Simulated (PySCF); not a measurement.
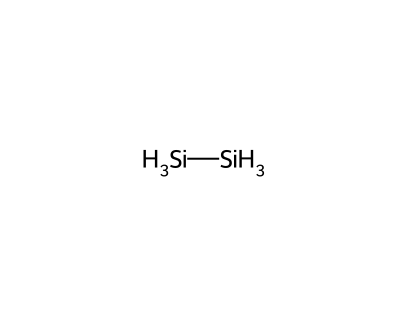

Computed geometry: PBE0-D3(BJ)/def2-SVP optimisation. No frequency run is at hand to confirm it as a minimum. Program: PySCF 2.14.0.

Compare HOMO–LUMO gap (eV), HOMO energy (eV) at these levels: PBE0/def2-SVPD; PBE0/def2-SVPD in chloroform (IEF-PCM); PBE0/def2-SVPD in dimethylsulfoxide (IEF-PCM); PBE0/pcSseg-1 in chloroform (IEF-PCM); PBE0/pcSseg-1 in dimethylsulfoxide (IEF-PCM); PBE0/pcSseg-1 in methanol (IEF-PCM); WP04/pcSseg-1 in chloroform (IEF-PCM); ωB97X-D/pcSseg-1 in chloroform (IEF-PCM).

| level | HOMO–LUMO gap (eV) | HOMO energy (eV) |
| --- | --- | --- |
| PBE0/def2-SVPD | 8.72 | −8.39 |
| PBE0/def2-SVPD in chloroform (IEF-PCM) | 8.71 | −8.29 |
| PBE0/def2-SVPD in dimethylsulfoxide (IEF-PCM) | 8.70 | −8.27 |
| PBE0/pcSseg-1 in chloroform (IEF-PCM) | 8.86 | −8.35 |
| PBE0/pcSseg-1 in dimethylsulfoxide (IEF-PCM) | 8.87 | −8.32 |
| PBE0/pcSseg-1 in methanol (IEF-PCM) | 8.86 | −8.32 |
| WP04/pcSseg-1 in chloroform (IEF-PCM) | 8.27 | −9.43 |
| ωB97X-D/pcSseg-1 in chloroform (IEF-PCM) | 12.42 | −10.16 |
